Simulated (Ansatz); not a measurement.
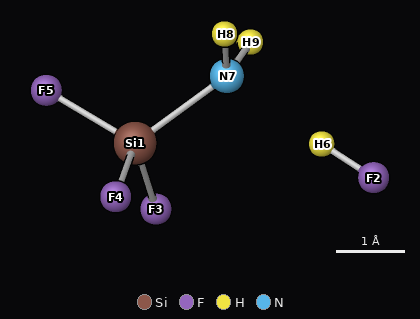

**Figure 1.** The structure (ball-and-stick view, seen at a tilt; atoms are numbered from 1 in the order of the input).

## SiNH₃F₄: single-point calculation

- system: SiNH₃F₄
- method: RKS PBE0-D4/def2-TZVPP (Ansatz 0.2.0)

The geometry is the product side of a reaction. The reaction was set up to form Si1–N7 and F2–H6 and to break Si1–F2 and H6–N7 (atoms counted from 1 in the order of the input); sticks are drawn by distance alone. The geometry comes from this level: PBE0-D4/def2-TZVP.

What the program printed:
```
Functional definition: PBE0
  name "PBE0"
  cite "Adamo & Barone, J. Chem. Phys. 110, 6158 (1999) doi:10.1063/1.478522"
  cite "Perdew, Burke & Ernzerhof, Phys. Rev. Lett. 77, 3865 (1996) doi:10.1103/PhysRevLett.77.3865"
  parent pbe
  parameter a = 0.25
  parameter kappa = 0.804
  parameter beta = 0.06672455060314922
  exchange = (1 - a)*pbe_x(kappa = kappa, mu = beta*pi^2/3) + a*exact_x
  correlation = pbe_c(beta = beta)
1247 factors; their error is unknown
mean field evaluation 1: about -20273.1653 eV, gradient 7.6e1 eV
mean field evaluation 2: about -20267.3262 eV, gradient 9.7e1 eV
mean field evaluation 4: about -20281.5958 eV, gradient 2.1e0 eV
mean field evaluation 8: about -20281.6671 eV, gradient 3.5e-2 eV
mean field evaluation 16: about -20281.6671 eV, gradient 1.7e-5 eV
mean field -20281.66712506 eV, -745.3375194382 hartree, gradient 1.7e-5 eV, S^2 0.000000; 0 other end points of the search recorded, 0 dependent functions left out
reference -20281.66714794 eV, -745.3375202790 hartree; 30, 30 occupied and 209, 209 virtual orbitals, 1247 factors
Total energy: -20281.80490221 eV, -745.3425826550 hartree
```

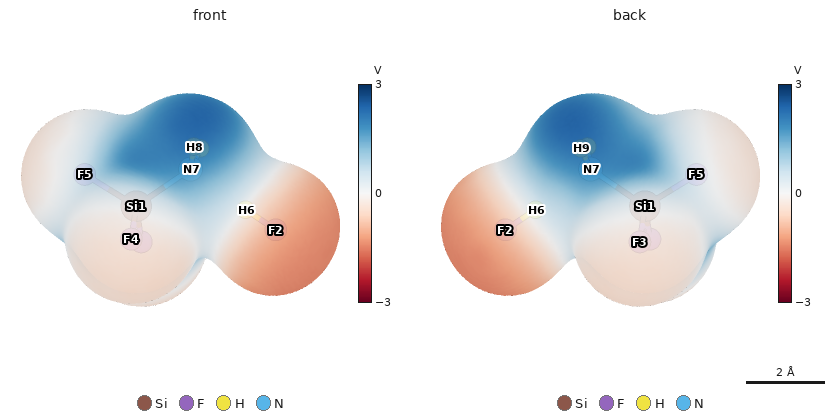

**Figure 2.** The electrostatic potential painted on the density surface at 0.001 e/bohr³, seen face on and from behind; red is negative and blue positive.

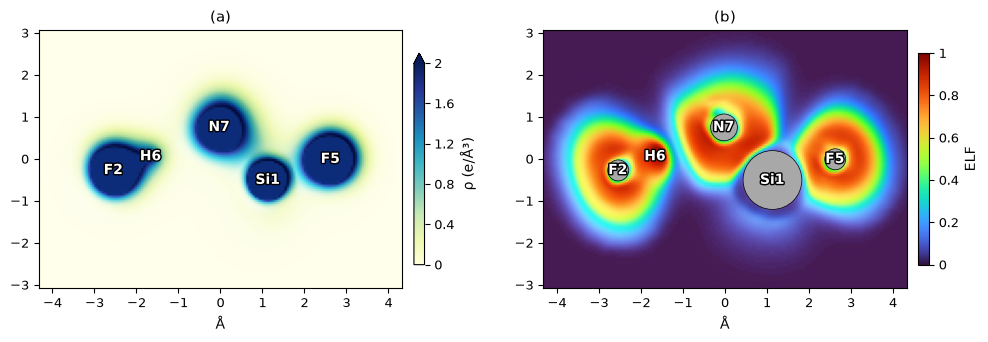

**Figure 3.** (a) electron density; (b) ELF on the plane of atoms F5, Si1 and N7. Grey discs, where drawn, cover atomic cores. Atoms in the plane: Si, F, H and N. Si–F (1.57 Å): ρ is about 1.2 e/Å³ halfway; the ELF peaks at about 0.85 between the atoms.

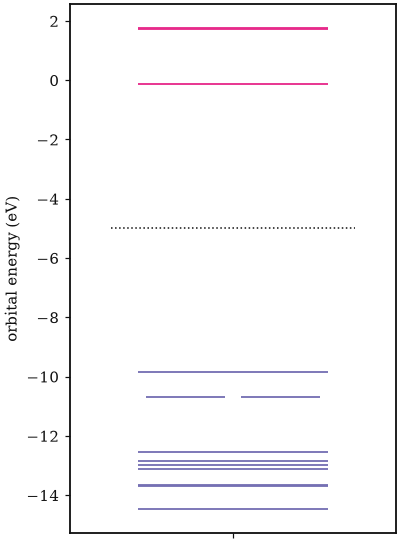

**Figure 4.** Orbital energies near the frontier; the dotted line parts filled from empty levels, and levels within 0.02 eV of each other stand side by side. Highest filled −9.84 eV, lowest empty −0.14 eV, 9.70 eV apart.

This output came from the following input.

The input:
```yaml
crystal:
  periodic: [false, false, false]
  atoms:
    - {symbol: Si, position_ang: [-0.738944, 0.815832, 0.124405]}
    - {symbol: F, position_ang: [0.507038, -2.497852, -0.879567]}
    - {symbol: F, position_ang: [-1.152715, 0.951285, -1.381011]}
    - {symbol: F, position_ang: [-1.810897, 0.001533, 0.926672]}
    - {symbol: F, position_ang: [-0.703543, 2.266852, 0.731827]}
    - {symbol: H, position_ang: [0.561750, -1.632265, -0.509334]}
    - {symbol: N, position_ang: [0.745758, -0.015823, 0.205407]}
    - {symbol: H, position_ang: [1.085818, -0.247821, 1.129964]}
    - {symbol: H, position_ang: [1.505736, 0.358258, -0.348465]}
basis:
  gaussian: {orbitals: def2-TZVPP}
hamiltonian: {xc: pbe0, dispersion: d4}
output: {orbitals: {seedname: orbitals}}
```

Launch command:
```bash
ansatz run in.yaml --threads 8 --pin off --events-out ev --progress --plain --max-ram 19148MiB
```

Results in brief:

```csv
quantity,value
outcome,converged
total energy,−20281.8049 eV
mean-field energy,−20281.6671 eV
dispersion energy,−0.1378 eV
SCF solution under orbital rotations,stable
HOMO,−9.84 eV
LUMO,−0.14 eV
hardware,"8 threads of Arm Neoverse V1, 23 GiB of memory available, shared host"
wall time,1.4 s (CPU time 9.5 s)
peak memory,0.58 GiB
```
